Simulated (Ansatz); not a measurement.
# SiO2 (Cristobalite): a point defect seen from the nuclei (Sb on a Si site), part 3 of 3

How do the nuclei near a point defect see it? The defect is Sb on a Si site in SiO2 (Cristobalite) (cell charge -1), first unrelaxed. The cell is a supercell built from a COD entry. Planned: a single point, then a relaxation, then a check of accuracy with ecutwfc.

Ansatz 0.2.0; DFT, PBE, plane-wave PAW, default files, scalar-relativistic, as far as a step names no other. Earlier steps stand in the parts before.

## 4. A check on settings: accuracy = low, basis.ecutwfc = 22.0 Ry

input.yaml

```yaml
crystal:
  lattice:
    - [0.0, 4.982, 6.963]
    - [4.982, 0.0, 6.963]
    - [4.982, 4.982, 0.0]
  atoms:
    - { symbol: Sb, position: [0.0, 0.0, 0.29897] }
    - { symbol: Si, position: [0.5, 0.5, 0.79897] }
    - { symbol: Si, position: [0.42397, 0.82603, 0.375] }
    - { symbol: Si, position: [0.92397, 0.32603, 0.875] }
    - { symbol: Si, position: [0.25, 0.25, 0.45103] }
    - { symbol: Si, position: [0.75, 0.75, 0.95103] }
    - { symbol: Si, position: [0.07603, 0.67397, 0.125] }
    - { symbol: Si, position: [0.57603, 0.17397, 0.625] }
    - { symbol: O, position: [0.020855, 0.157275, 0.082615] }
    - { symbol: O, position: [0.520855, 0.657275, 0.582615] }
    - { symbol: O, position: [0.385745, 0.042385, 0.354145] }
    - { symbol: O, position: [0.885745, 0.542385, 0.854145] }
    - { symbol: O, position: [0.407275, 0.270855, 0.489255] }
    - { symbol: O, position: [0.907275, 0.770855, 0.989255] }
    - { symbol: O, position: [0.292385, 0.635745, 0.967725] }
    - { symbol: O, position: [0.792385, 0.135745, 0.467725] }
    - { symbol: O, position: [0.114255, 0.457615, 0.282275] }
    - { symbol: O, position: [0.614255, 0.957615, 0.782275] }
    - { symbol: O, position: [0.092725, 0.229145, 0.667385] }
    - { symbol: O, position: [0.592725, 0.729145, 0.167385] }
    - { symbol: O, position: [0.207615, 0.864255, 0.395855] }
    - { symbol: O, position: [0.707615, 0.364255, 0.895855] }
    - { symbol: O, position: [0.479145, 0.342725, 0.760745] }
    - { symbol: O, position: [0.979145, 0.842725, 0.260745] }
total_charge: -1
kpoints:
  mp_grid: { grid: [3, 3, 3] }
scf:
  occupations: { method: fermi_dirac, width: 0.01 }
hamiltonian:
  xc: pbe
  pseudopotentials: { kind: paw }
output:
  forces: true
  stress: true
  populations: true
  efg:
    quadrupole_moments_barn: { Sb: -0.543, O: -0.02558 }
    contact_densities: true
accuracy: low
basis:
  ecutwfc: "22.0 Ry"
```

The run is started by

```
ansatz run input.yaml --threads 1 --pin off --max-ram 3072MiB --backend cpu --events-out ev --progress --plain --runs-dir out
```

What it wrote:

```text
Warning: basis.ecutwfc = 299.325248705868 eV is below the records' recommended 420 eV, and the density's cutoff is lower with it unless basis.ecutrho_ratio is high enough to keep the records' density cutoff: compare with a run at a higher cutoff
Warning: RAYON_NUM_THREADS=1 ignored (pool sized by the plan → 1); use --threads N
Sb: output.efg is read without spin–orbit coupling, which moves field gradients at and beside such atoms by some per cent and up to a factor of two; PAW files take it under magnetization.noncollinear and magnetization.spin_orbit
Engine: ansatz 0.2.0, aarch64-unknown-linux-gnu
Pseudopotentials: kind: paw
Pseudopotential: Sb, paw, valence charge 15, recommended cutoff 420 eV (normal), Sb.paw.azcp
Pseudopotential: Si, paw, valence charge 4, recommended cutoff 420 eV (normal), Si.paw.azcp
Pseudopotential: O, paw, valence charge 6, recommended cutoff 420 eV (normal), O.paw.azcp
Functional definition: PBE
  parameter kappa = 0.804
  parameter beta = 0.06672455060314922
  exchange = pbe_x(kappa = kappa, mu = beta*pi^2/3)
  correlation = pbe_c(beta = beta)
Crystal: 24 atoms, lattice volume = 345.648 Å³
Basis set: ecut = 299.325248705868 eV, 4023 PW (Γ), exchange–correlation on 100×100×80 points (8 copies of the dense FFT grid, shifted against one another)
Bands: 94, of which v1, the nominal top of the filled ones, is band 70 counted from 1 (69 counted from 0)
Symmetry: 2 space group operations
Space group: C2 (ITA 5), of the structure as read, at distance tolerance 7.0e-5 Å
k-points: 10 of 27 (time reversal used)
Non-local potential: Sb, projectors of the file, l = 0: 2, l = 1: 2, l = 2: 2, l = 3: 2
Non-local potential: Si, projectors of the file, l = 0: 2, l = 1: 2, l = 2: 2
Non-local potential: O, projectors of the file, l = 0: 2, l = 1: 2, l = 2: 1
PAW form: soft (Blöchl's): semilocal exchange-correlation on the pseudo side does not see the compensation charge
PAW one-centre angular grid: Sb, 590 points (default); XC on 64 Gauss nodes
PAW one-centre angular grid: Si, 110 points (default); XC on 64 Gauss nodes
PAW one-centre angular grid: O, 110 points (default); XC on 64 Gauss nodes
Initial density: superposition of atomic densities (neutral atoms scaled as one to the charged cell's electrons: chi_scale 0, normalization atom), corrected by the library's trained network
Initial wavefunctions: pseudopotential atomic-orbital guess
Functional: x = pbe(κ = 0.804, μ = 0.2195149727645171), c = pbe(β = 0.06672455060314922)
SCF iter   1: F=—  HF=-20009.280563 eV  |F-HF|=—  |Δ(HF+E_count)|=         —  Δρ=3.34e-2  dr2=3.01e0  ethr=1.77e-3  ⟨swp⟩=7.1  Hψ=4781  notcnv=0  defer=59
preconditioner: auto → Resta (q_TF=auto, 2.347 Å⁻¹)  ε∞=2.9  [insulator: Δε(μ)=1.057 eV  Ē_g=16.247 eV  σ=0.010 eV  W_gap=1.00  n_scr=68 (ndim 8)  ℏωp=22.6 eV  f_vac=0.229  D(μ)=0.00/eV (n_scr^D=0)  ε∞_Penn≈2.9]
SCF iter   2: F=—  HF=-20008.448632 eV  |F-HF|=—  |Δ(HF+E_count)|=   8.32e-1  Δρ=9.32e-3  dr2=3.10e-1  ethr=1.77e-3  ⟨swp⟩=2.5  Hψ=1644  notcnv=0  defer=180
SCF iter   3: F=—  HF=-20008.439094 eV  |F-HF|=—  |Δ(HF+E_count)|=   9.54e-3  Δρ=4.35e-3  dr2=9.19e-2  ethr=2.22e-4  ⟨swp⟩=3.3  Hψ=1426  notcnv=0  defer=180
SCF iter   4: F=—  HF=-20008.447463 eV  |F-HF|=—  |Δ(HF+E_count)|=   8.37e-3  Δρ=1.27e-3  dr2=6.63e-3  ethr=6.57e-5  ⟨swp⟩=3.1  Hψ=1537  notcnv=0  defer=180
SCF iter   5: F=—  HF=-20008.449743 eV  |F-HF|=—  |Δ(HF+E_count)|=   2.28e-3  Δρ=8.00e-4  dr2=1.86e-3  ethr=4.73e-6  ⟨swp⟩=3.0  Hψ=1503  notcnv=0  defer=180
SCF iter   6: F=—  HF=-20008.450137 eV  |F-HF|=—  |Δ(HF+E_count)|=   3.94e-4  Δρ=1.63e-4  dr2=1.12e-4  ethr=1.33e-6  ⟨swp⟩=2.0  Hψ=1470  notcnv=0  defer=180
SCF iter   7: F=—  HF=-20008.450357 eV  |F-HF|=—  |Δ(HF+E_count)|=   2.20e-4  Δρ=3.43e-5  dr2=5.67e-6  ethr=8.01e-8  ⟨swp⟩=3.0  Hψ=1384  notcnv=0  defer=180
SCF iter   8: F=—  HF=-20008.450706 eV  |F-HF|=—  |Δ(HF+E_count)|=   3.49e-4  Δρ=1.52e-5  dr2=6.91e-7  ethr=4.05e-9  ⟨swp⟩=3.0  Hψ=1536  notcnv=0  defer=180
SCF iter   9: F=—  HF=-20008.450707 eV  |F-HF|=—  |Δ(HF+E_count)|=   2.99e-7  Δρ=8.76e-6  dr2=2.12e-7  ethr=7.14e-11  ⟨swp⟩=15.1  Hψ=5933  notcnv=0
SCF iter  10: F=-20008.450707 eV  HF=-20008.450707 eV  |F-HF|=9.80e-9  |Δ(HF+E_count)|=   9.48e-9  Δρ=1.59e-6  dr2=9.75e-9  ethr=7.14e-11  ⟨swp⟩=4.6  Hψ=2872  notcnv=0
SCF 1 converged in 10 iterations: F = -20008.450707 eV  dr2 = 9.75e-9
SCF converged after 10 iterations
Free energy (F): -20008.450707 eV
Harris-Foulkes:  -20008.450707 eV  (|F-HF|=9.80e-9)
Internal energy: -20008.450707 eV  (E = F + TS)
E sigma→0 (E₀):  -20008.450707 eV
Fermi energy:    8.612212 eV
--- Per-component energies (eV) ---
  E_band       = -901.679712
  E_kinetic    = 3490.826032
  E_local      = -11905.979352  (includes V_loc(G=0)·N_el)
  E_nonlocal   = 1284.867999
  E_hartree    = 4668.318011
  E_xc         = -1747.077036
  E_vxc        = -1985.027689  (∫ρ·V_xc dr)
  E_paw        = -10720.098082  (= ΣΔE_a)
  E_vpaw       = -1123.159862  (= ΣTr[D̂ρ^β])
  E_aug_tail   = 0.156264  (compensation charges beyond the density's cutoff)
  E_ewald      = -5079.464541
  E_smearing   = -0.000000  (= −TS)
  E_closure    = -0.000000  (closes the sum)
  E_deformation_potential = -10.973686  (in the stress; not in F)
  Σ components = -20008.450707   (vs F -20008.450707, Δ=0.00e0)
--- Forces (eV/Å), atoms counted from 1 ---
  atom   1  Sb     0.04194977     0.04194977    -0.00000000
  atom   2  Si     0.04017490     0.04017490     0.00000000
  atom   3  Si    -0.18132684     0.45415197     0.30995549
  atom   4  Si    -0.19256951    -0.32758121     0.23498442
  atom   5  Si    -0.07078089    -0.17144139    -0.07333478
  atom   6  Si    -0.17144139    -0.07078089     0.07333478
  atom   7  Si    -0.32758121    -0.19256951    -0.23498442
  atom   8  Si     0.45415197    -0.18132684    -0.30995549
  atom   9  O     -3.34294981   -10.61427103    14.39831989
  atom  10  O     -0.06737082     0.23960179     0.52887741
  atom  11  O     -0.14801876     0.04864812     0.58618986
  atom  12  O     -0.09709065    -0.19018471     0.47902876
  atom  13  O      0.15092191    -0.15126229     0.35466877
  atom  14  O      0.03506628    -0.14418346     0.34575914
  atom  15  O     -0.01460268     0.09036082     0.41170098
  atom  16  O     16.60074461    -1.98802995    -4.81525801
  atom  17  O     -0.19018471    -0.09709065    -0.47902876
  atom  18  O      0.04864812    -0.14801876    -0.58618986
  atom  19  O     -0.14418346     0.03506628    -0.34575914
  atom  20  O     -0.15126229     0.15092191    -0.35466877
  atom  21  O     -1.98802995    16.60074461     4.81525801
  atom  22  O      0.09036082    -0.01460268    -0.41170098
  atom  23  O      0.23960179    -0.06737082    -0.52887741
  atom  24  O    -10.61427103    -3.34294981   -14.39831989
  max |Σ_I F_I| component: 4.38e-5 eV/Å
--- Stress (GPa, compression-positive) ---
       26.198718       0.037373      -0.146811
        0.037373      26.198718       0.146811
       -0.146810       0.146810      28.118321
  P = ⅓ Tr σ = 26.8386 GPa (268.386 kbar)
--- PAW observables at the nuclei: V_zz in 10²¹ V/m², potentials from the cell's mean, atoms counted from 1 ---
  atom   1  Sb V_zz =    -1.721056   η = 0.3442   by run symmetry: allowed   C_q = +22.5969 MHz
            electrostatic potential = -8404.380548 V   contact ρ = 1349946.058199 e/Å³
  atom   2  Si V_zz =    -0.348343   η = 0.5215   by run symmetry: allowed
            electrostatic potential = -1354.481918 V   contact ρ = 12801.704700 e/Å³
  atom   3  Si V_zz =    -0.394988   η = 0.3388   by run symmetry: allowed
            electrostatic potential = -1354.482919 V   contact ρ = 12802.023139 e/Å³
  atom   4  Si V_zz =    +0.202266   η = 0.5822   by run symmetry: allowed
            electrostatic potential = -1354.505519 V   contact ρ = 12802.076191 e/Å³
  atom   5  Si V_zz =    -0.242028   η = 0.6724   by run symmetry: allowed
            electrostatic potential = -1354.478964 V   contact ρ = 12801.671339 e/Å³
  atom   6  Si V_zz =    -0.242028   η = 0.6724   by run symmetry: allowed
            electrostatic potential = -1354.478964 V   contact ρ = 12801.671339 e/Å³
  atom   7  Si V_zz =    +0.202266   η = 0.5822   by run symmetry: allowed
            electrostatic potential = -1354.505519 V   contact ρ = 12802.076191 e/Å³
  atom   8  Si V_zz =    -0.394988   η = 0.3388   by run symmetry: allowed
            electrostatic potential = -1354.482919 V   contact ρ = 12802.023139 e/Å³
  atom   9  O  V_zz =    +8.093089   η = 0.1209   by run symmetry: allowed   C_q = -5.0058 MHz
            electrostatic potential = -618.464689 V   contact ρ = 2157.976162 e/Å³
  atom  10  O  V_zz =    +8.697662   η = 0.1247   by run symmetry: allowed   C_q = -5.3797 MHz
            electrostatic potential = -617.868757 V   contact ρ = 2154.358021 e/Å³
  atom  11  O  V_zz =    +8.715546   η = 0.1375   by run symmetry: allowed   C_q = -5.3908 MHz
            electrostatic potential = -617.873020 V   contact ρ = 2154.491604 e/Å³
  atom  12  O  V_zz =    +8.636023   η = 0.1342   by run symmetry: allowed   C_q = -5.3416 MHz
            electrostatic potential = -617.884167 V   contact ρ = 2154.436382 e/Å³
  atom  13  O  V_zz =    +8.662413   η = 0.1447   by run symmetry: allowed   C_q = -5.3579 MHz
            electrostatic potential = -617.879903 V   contact ρ = 2154.551679 e/Å³
  atom  14  O  V_zz =    +8.612977   η = 0.1421   by run symmetry: allowed   C_q = -5.3273 MHz
            electrostatic potential = -617.902093 V   contact ρ = 2154.539509 e/Å³
  atom  15  O  V_zz =    +8.636840   η = 0.1538   by run symmetry: allowed   C_q = -5.3421 MHz
            electrostatic potential = -617.895853 V   contact ρ = 2154.718807 e/Å³
  atom  16  O  V_zz =    +8.120267   η = 0.1329   by run symmetry: allowed   C_q = -5.0226 MHz
            electrostatic potential = -618.434384 V   contact ρ = 2157.875883 e/Å³
  atom  17  O  V_zz =    +8.636023   η = 0.1342   by run symmetry: allowed   C_q = -5.3416 MHz
            electrostatic potential = -617.884167 V   contact ρ = 2154.436382 e/Å³
  atom  18  O  V_zz =    +8.715546   η = 0.1375   by run symmetry: allowed   C_q = -5.3908 MHz
            electrostatic potential = -617.873020 V   contact ρ = 2154.491604 e/Å³
  atom  19  O  V_zz =    +8.612977   η = 0.1421   by run symmetry: allowed   C_q = -5.3273 MHz
            electrostatic potential = -617.902093 V   contact ρ = 2154.539509 e/Å³
  atom  20  O  V_zz =    +8.662413   η = 0.1447   by run symmetry: allowed   C_q = -5.3579 MHz
            electrostatic potential = -617.879903 V   contact ρ = 2154.551679 e/Å³
  atom  21  O  V_zz =    +8.120267   η = 0.1329   by run symmetry: allowed   C_q = -5.0226 MHz
            electrostatic potential = -618.434384 V   contact ρ = 2157.875883 e/Å³
  atom  22  O  V_zz =    +8.636840   η = 0.1538   by run symmetry: allowed   C_q = -5.3421 MHz
            electrostatic potential = -617.895853 V   contact ρ = 2154.718807 e/Å³
  atom  23  O  V_zz =    +8.697662   η = 0.1247   by run symmetry: allowed   C_q = -5.3797 MHz
            electrostatic potential = -617.868757 V   contact ρ = 2154.358021 e/Å³
  atom  24  O  V_zz =    +8.093089   η = 0.1209   by run symmetry: allowed   C_q = -5.0058 MHz
            electrostatic potential = -618.464689 V   contact ρ = 2157.976162 e/Å³
--- Band table (eV; the first three rows and the last of 10) ---
  k-point 0: bands = ["-25.8977", "-25.8841", "-25.8399", "-24.8010", "-24.7758", "-18.6959", "-17.3474", "-16.7492", "-16.7491", "-16.7193", "-16.7034", "-16.7014", "-15.6014", "-15.5986", "-15.5936", "-15.5914", "-15.5593", "-15.5283", "-15.5268", "-15.4731", "-15.4720", "-8.0959", "-6.2106", "-5.6638", "-5.5841", "-5.5794", "-5.5458", "-5.5298", "-4.0917", "-3.9800", "-3.9501", "-3.3669", "-3.2796", "-3.2634", "-3.2310", "-3.2026", "-3.1635", "-1.3205", "-1.3071", "-1.1821", "-1.1632", "-1.1631", "-1.1026", "-1.0812", "-0.6620", "-0.5571", "-0.5040", "-0.4869", "-0.4580", "-0.4417", "-0.2304", "0.0903", "0.1139", "0.1343", "0.2100", "0.2163", "0.2749", "0.5040", "0.5356", "0.5851", "0.6505", "1.0075", "1.0258", "1.0765", "1.2484", "1.2669", "1.5178", "1.5455", "1.7737", "7.0005", "10.0570", "10.4663", "10.6426", "10.8259", "10.8658", "10.9470", "10.9568", "11.0379", "11.2689", "11.3975", "11.5146", "11.5499", "11.5596", "11.8963", "12.1679", "12.2044", "12.2786", "12.4321", "12.6631", "12.8044", "12.8198", "13.1080", "13.4209", "13.4635"]
  k-point 1: bands = ["-25.8982", "-25.8844", "-25.8406", "-24.8019", "-24.7765", "-18.6761", "-17.3635", "-17.0707", "-16.9682", "-16.6091", "-16.4810", "-16.2802", "-15.7656", "-15.5917", "-15.5835", "-15.5774", "-15.5664", "-15.5544", "-15.5418", "-15.5124", "-15.4877", "-7.7849", "-6.6952", "-6.2363", "-6.0400", "-5.2494", "-5.0940", "-4.7970", "-4.1911", "-3.9221", "-3.8394", "-3.4868", "-3.4315", "-3.4219", "-3.3348", "-3.2504", "-3.2352", "-1.4715", "-1.3617", "-1.2285", "-1.1306", "-0.9470", "-0.9391", "-0.8553", "-0.7241", "-0.5943", "-0.4969", "-0.4383", "-0.3139", "-0.2217", "-0.1874", "-0.0896", "0.0345", "0.0544", "0.1267", "0.2107", "0.3301", "0.4144", "0.5405", "0.5805", "0.6888", "0.8913", "0.9751", "1.1601", "1.2439", "1.2998", "1.4126", "1.4906", "1.6702", "7.6552", "9.2558", "10.0598", "10.2642", "10.7729", "10.8676", "10.9634", "11.0743", "11.2474", "11.3419", "11.4319", "11.5955", "11.6360", "11.7418", "11.8483", "12.0817", "12.1686", "12.2589", "12.3734", "12.6634", "12.8091", "12.9496", "13.1352", "13.2997", "13.6323"]
  k-point 2: bands = ["-25.8986", "-25.8846", "-25.8406", "-24.8011", "-24.7762", "-18.6766", "-17.3600", "-17.0712", "-16.9687", "-16.6123", "-16.4890", "-16.2723", "-15.7631", "-15.5894", "-15.5820", "-15.5772", "-15.5697", "-15.5533", "-15.5395", "-15.5143", "-15.4915", "-7.7833", "-6.7129", "-6.2426", "-6.0195", "-5.2225", "-5.0924", "-4.8178", "-4.2083", "-3.9184", "-3.8095", "-3.4978", "-3.4623", "-3.3874", "-3.3601", "-3.2565", "-3.2270", "-1.4461", "-1.3646", "-1.2019", "-1.1724", "-0.9886", "-0.9425", "-0.8571", "-0.6877", "-0.6124", "-0.4588", "-0.4207", "-0.3075", "-0.2468", "-0.1493", "-0.0566", "0.0324", "0.0417", "0.1238", "0.1694", "0.3321", "0.4061", "0.4760", "0.5865", "0.7094", "0.8931", "1.0164", "1.0646", "1.2601", "1.3146", "1.4245", "1.5099", "1.6816", "7.6490", "9.2427", "10.0979", "10.2583", "10.7578", "10.8271", "11.0024", "11.1304", "11.1625", "11.3260", "11.3803", "11.5985", "11.6762", "11.7482", "11.8432", "11.9760", "12.2493", "12.2859", "12.3583", "12.6874", "12.9125", "12.9409", "13.1599", "13.1927", "13.6875"]
  k-point 9: bands = ["-25.8988", "-25.8846", "-25.8409", "-24.8023", "-24.7765", "-18.6690", "-17.3204", "-17.2476", "-16.8793", "-16.7211", "-16.2440", "-16.0996", "-16.0596", "-15.5978", "-15.5820", "-15.5780", "-15.5656", "-15.5425", "-15.5386", "-15.5013", "-15.4919", "-7.5755", "-6.8097", "-6.6500", "-5.7621", "-5.5544", "-4.7782", "-4.5289", "-4.4887", "-3.7661", "-3.7192", "-3.6413", "-3.5004", "-3.4484", "-3.3384", "-3.3143", "-3.1883", "-1.3409", "-1.2256", "-1.1870", "-1.0954", "-1.0446", "-0.9334", "-0.8238", "-0.7788", "-0.6493", "-0.4935", "-0.4006", "-0.3587", "-0.3260", "-0.2888", "-0.1159", "-0.0296", "0.0188", "0.0359", "0.1646", "0.2510", "0.5363", "0.5851", "0.6374", "0.8624", "0.9727", "1.0544", "1.1187", "1.1749", "1.2757", "1.3546", "1.5284", "1.5542", "8.1738", "8.9852", "9.1701", "10.4860", "10.6578", "10.7092", "11.1812", "11.2364", "11.3507", "11.4315", "11.5127", "11.5718", "11.7429", "11.8257", "11.9143", "12.1387", "12.2854", "12.3264", "12.6794", "12.7951", "12.8099", "12.9187", "12.9693", "13.0471", "13.2238"]
--- Löwdin populations: 24 sites ---
  site symbol       q [e]
     0     Sb     12.5181
     1     Si      2.2626
     2     Si      2.2975
     3     Si      2.3004
     4     Si      2.2635
     5     Si      2.2635
     6     Si      2.3004
     7     Si      2.2975
     8      O      6.9201
     9      O      6.8225
    10      O      6.8230
    11      O      6.8214
    12      O      6.8205
    13      O      6.8207
    14      O      6.8220
    15      O      6.9193
    16      O      6.8214
    17      O      6.8230
    18      O      6.8207
    19      O      6.8205
    20      O      6.9193
    21      O      6.8220
    22      O      6.8225
    23      O      6.9201
  spilling = 0.013981 (of n_electrons = 140.000000)
```

Run time: 41 s. Hardware: 1 thread of Arm Neoverse V2, shared host; peak memory 0.53 GiB.

At the end: gap on the mesh 0.75 eV, largest force 18.198 eV/Å, pressure 26.8 GPa.

Against step 2 (V_zz in 10²¹ V/m²):

| site | atoms | V_zz, PBE | V_zz, new settings | η, PBE | η, new settings |
| --- | --- | --- | --- | --- | --- |
| Sb | 1 | -1.73 | -1.72 | 0.34 | 0.34 |
| O9 | 9, 24 | 8.46 | 8.09 | 0.12 | 0.12 |
| O16 | 16, 21 | 8.48 | 8.12 | 0.13 | 0.13 |
| Si3 | 3, 8 | -0.39 | -0.39 | 0.33 | 0.34 |
| Si4 | 4, 7 | 0.20 | 0.20 | 0.63 | 0.58 |
| O15 | 15, 22 | 9.04 | 8.64 | 0.15 | 0.15 |
| O11 | 11, 18 | 9.13 | 8.72 | 0.14 | 0.14 |
| O13 | 13, 20 | 9.07 | 8.66 | 0.14 | 0.14 |
| O14 | 14, 19 | 9.02 | 8.61 | 0.14 | 0.14 |
| O12 | 12, 17 | 9.05 | 8.64 | 0.13 | 0.13 |
| O10 | 10, 23 | 9.11 | 8.70 | 0.12 | 0.12 |
| Si5 | 5, 6 | -0.24 | -0.24 | 0.64 | 0.67 |
| Si2 | 2 | -0.35 | -0.35 | 0.49 | 0.52 |

The sizes of the gradients above 0.15 moved by 4 % in the median, 5 % at the site that moves most (small gradients counted from 0.15; O12, 9.05 to 8.64). The free energy moved by +313.4 meV/atom. These settings are under the usual standard, and the error shows.

## 5. Simulated spectra, from step 3

¹⁷O (I = 5/2, Q = -25.58 mb) in zero field: pure quadrupole lines, for atoms at rest. Strengths are squared matrix elements for a powder, against the strongest line of the same site.

| site | count | line (MHz) | strength |
| --- | --- | --- | --- |
| O16 | 2 | 0.934 | 1.00 |
| O16 | 2 | 1.68 | 0.68 |
| O9 | 2 | 0.600 | 1.00 |
| O9 | 2 | 0.947 | 0.74 |
| O9 | 2 | 1.55 | 0.03 |
| O15 | 2 | 0.955 | 1.00 |
| O15 | 2 | 1.64 | 0.70 |
| O13 | 2 | 0.935 | 1.00 |
| O13 | 2 | 1.75 | 0.66 |
| O14 | 2 | 0.929 | 1.00 |
| O14 | 2 | 1.74 | 0.66 |
| O11 | 2 | 0.960 | 1.00 |
| O11 | 2 | 1.63 | 0.71 |
| O11 | 2 | 2.59 | 0.02 |

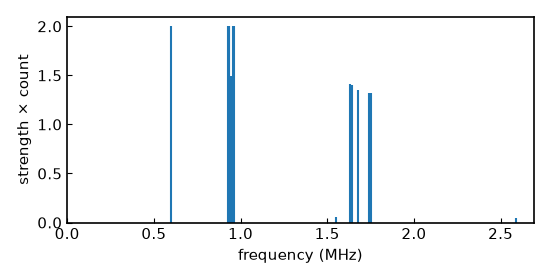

Stick spectrum of the ¹⁷O quadrupole resonances of the sites tabulated.

## 6. Summary of results

What follows sums up all 3 parts.

| quantity | value |
| --- | --- |
| state (step 3) | gap on the mesh 3.46 eV, largest force 0.007 eV/Å, pressure 2.6 GPa |
| V_zz by site, step 3 (10²¹ V/m²) | Sb 14.16, O16 9.23, O9 5.31, Si4 -2.88, O15 9.05, Si3 -1.16, O13 9.52, O14 9.46, … |
| largest C_Q in size, step 3 | 186 MHz, ¹²¹Sb at Sb |
| step 3 (ions relaxed) against step 2 | 9 % in the median, over a factor of two at the site that moves most (small gradients counted from 0.15; Si4, 0.20 to -2.88), with a change of sign at Sb, Si4, Si2 |
| step 4 (accuracy = low, basis.ecutwfc = 22.0 Ry) against step 2, before relaxation | 4 % in the median, 5 % at the site that moves most (small gradients counted from 0.15; O12, 9.05 to 8.64); coarse settings |

In words: The largest gradient sits at Sb (4 O at 2.01–2.18 Å). The runs allow no spin. The relaxation kept the symmetry C2, so a distorted place of lower energy may have been missed. Relaxing moved atoms by up to 0.81 Å and single gradients by over a factor of two in size at the worst site (9 % in the median) (gradients over 0.15 counted), so at some sites the starting positions were a poor guide. The ¹⁷O zero-field lines reach up to 2.59 MHz, for nuclei at rest; thermal motion mostly lowers such lines a little. The defect repeats with the cell of 24 atoms, so it feels its images: sites between two images don't show the values beside a lone defect, and zeros or small values of η there can come from the images' arrangement. O and Si carry a gradient in the pure host already, so the values there aren't the defect's effect alone. The relaxation keeps the site symmetry 2 of the start, so the impurity can move only along its axis; a start off the site could end lower. A uniform background compensates the cell's charge. In separate tests V_zz from these PAW files lay typically within 2 to 3 % of all-electron values, with misses above 10 % on Sb. The gap, too, lacks spin–orbit coupling.

The gaps are Kohn-Sham values of a semilocal functional, not quasiparticle or optical gaps. Such gaps usually fall short of the measured ones; spin-orbit coupling, left out here, narrows gaps with Sb, so the two errors partly cancel.
